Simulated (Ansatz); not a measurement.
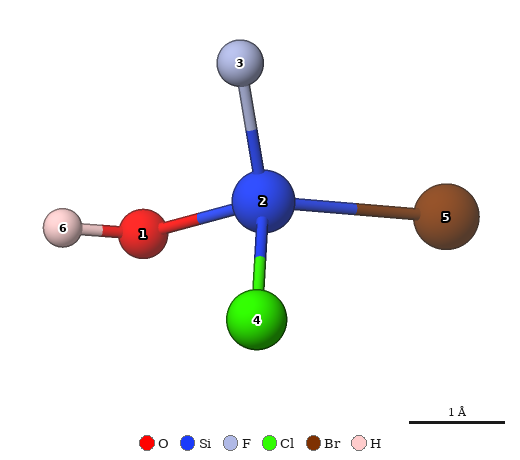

Starting structure of SiHOBrClF (coarse preliminary run). The picture is a ball-and-stick view, seen from a free direction.

The start comes from a force field.

All numbers below come from RKS PBE-D4/def2-SVP in Ansatz.

The input:
```yaml
crystal:
  periodic: [false, false, false]
  atoms:
    - {symbol: O, position_ang: [-0.583300, 0.284100, 1.147700]}
    - {symbol: Si, position_ang: [0.192600, 0.046300, -0.267400]}
    - {symbol: F, position_ang: [1.541700, -0.664000, 0.097900]}
    - {symbol: Cl, position_ang: [-0.899600, -1.211700, -1.351500]}
    - {symbol: Br, position_ang: [0.542600, 1.926400, -1.354300]}
    - {symbol: H, position_ang: [-0.751900, -0.445000, 1.681500]}
basis:
  gaussian: {orbitals: def2-SVP}
hamiltonian: {xc: pbe, dispersion: d4}
relax: {f_tol: 0.03, max_steps: 200}
```

**What does the optimiser find from here?**

F3 moves most after the best rigid fit: 0.13 Å. Largest moves by element: F 0.13 Å, H 0.10 Å, O 0.09 Å, Cl 0.09 Å, Br 0.07 Å, Si 0.03 Å. Among the contacts that change: Si2–Cl4 1.988 → 2.057 Å, Si2–F3 1.568 → 1.625 Å, O1–H6 0.919 → 0.975 Å, O1–Si2 1.631 → 1.650 Å. Bond angles that change, for instance: O1–Si2–F3 105.9° → 111.1°, O1–Si2–Br5 112.3° → 107.2°, O1–Si2–Cl4 107.7° → 111.9°. Over 6 geometry steps the energy falls by 0.271 eV. Largest force component: 3.2 eV/Å at the start, 0.027 eV/Å at the end. The run took roughly 30 core-seconds on a shared host.

The structure at the end:

```xyz
6

O    -0.5595    0.3648    1.1795
Si    0.1947    0.0228   -0.2479
F     1.6317   -0.6913    0.0062
Cl   -0.8997   -1.2841   -1.3993
Br    0.5204    1.9313   -1.2863
H    -0.8455   -0.4074    1.7018
```

The end point in the same view:

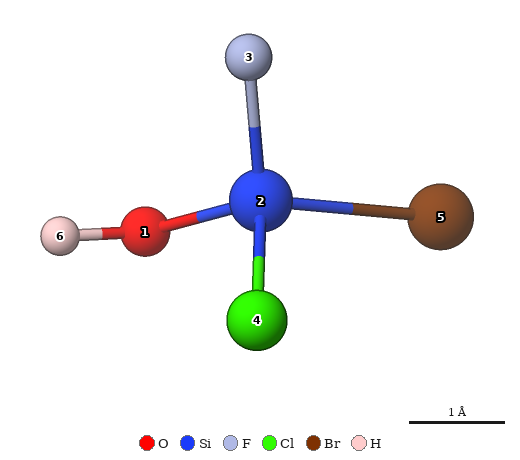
